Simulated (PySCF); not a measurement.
C$_{3}$H$_{3}$, charge +1, SMILES `[CH+]1C=C1`.

Computed with PySCF, LDA (SVWN)/aug-cc-pVDZ, geometry: GFN2-xTB. No frequency check shows the geometry to be a minimum.

Geometry (Å), atoms numbered from 1:

```
C1      -0.6453    0.4650    0.0000
C2      -0.0801   -0.7914    0.0000
C3       0.7254    0.3264    0.0000
H4      -1.5161    1.0925    0.0000
H5      -0.1881   -1.8592    0.0000
H6       1.7042    0.7667    0.0000
```

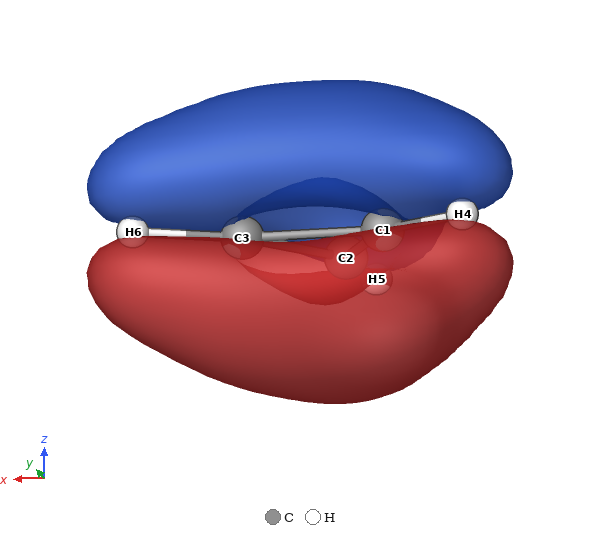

Change of the electron density in a uniform field of 0.21 V/Å, surfaces at ±0.0008 e/Å³ (blue: gain, red: loss).

The field was applied in both directions; the picture shows the one opposite to the script's first.

Question: Along which Cartesian direction does the field point?

Answer: Along −z: electrons gather on the +z side, against the field.

Question: How large is the response?

Answer: The induced dipole is 0.17 D (along the field); α along this axis, from the fields in both directions, is 17 bohr³ (2.5 Å³).
